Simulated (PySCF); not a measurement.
Molecule: Ge(Br)2(Et)2, SMILES [Br][Ge]([Br])([CH2]C)[CH2]C (C4H10Br2Ge). Atoms near the plane z = 0.0 Å, at the GFN2-xTB optimised geometry (x, y, z in Å): Ge3 (-0.3, -0.3, 0.0), Br5 (2.0, -0.3, 0.0), C6 (-0.9, 1.6, 0.0), H10 (-0.8, -3.4, 0.4), H13 (-0.5, 2.1, -0.9), H14 (-2.0, 1.6, -0.1).

Calculation: B3LYP/def2-SVP run with PySCF. Cells within 0.4 Å of a nucleus heavier than hydrogen are left out (blank, or x). The values are rescaled to run from 0 to 1.

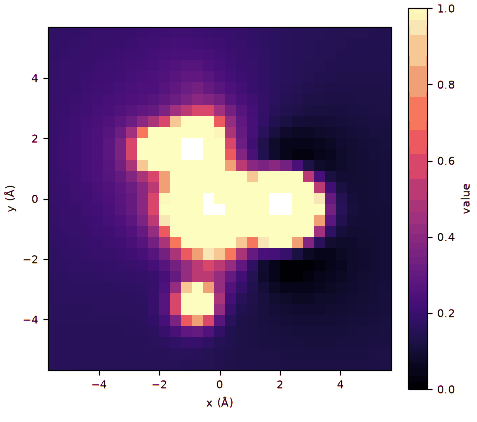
Fig. 1. a field on the plane z = 0.0 Å.

### Question
Which quantity is mapped?
A. electron localisation function
B. deformation density (molecule minus spherical neutral atoms)
C. electrostatic potential
D. log10 of the electron density

### Answer
C, electrostatic potential. In full: electrostatic potential (hartree/e), clipped to [-0.08, 0.12].
